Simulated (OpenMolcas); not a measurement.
**CH3BFN (SMILES BN=CF): the dipole moment, rung by rung**

The species is CH3BFN (7 atoms), meant as a singlet with charge 0. As SMILES, `BN=CF`. The coordinates come from a PBE0-D4/def2-TZVP relaxation.

Quantity: the dipole moment, in D. The values are calculated.

```
             level             kind     program  value (D)  CPU time
    HF/aug-cc-pVDZ     Hartree–Fock  OpenMolcas       1.66      22 s
 SVWN5/aug-cc-pVDZ              LDA  OpenMolcas       1.47      47 s
   PBE/aug-cc-pVDZ              GGA  OpenMolcas       1.48      71 s
 M06-L/aug-cc-pVDZ         meta-GGA  OpenMolcas       1.45      90 s
 B3LYP/aug-cc-pVDZ    global hybrid  OpenMolcas       1.52      67 s
 BHLYP/aug-cc-pVDZ    global hybrid  OpenMolcas       1.58      59 s
M06-2X/aug-cc-pVDZ  hybrid meta-GGA  OpenMolcas       1.55      80 s
  PBE0/aug-cc-pVDZ    global hybrid  OpenMolcas       1.53      66 s
```

The values span 1.45 to 1.66 D. Magnitudes only. Times are those of the runs behind each value, whatever else they computed, on shared processors of several kinds: orders of magnitude only.

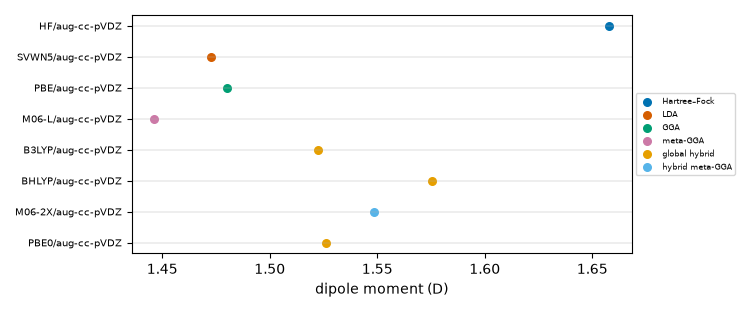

The values of the table, level by level.
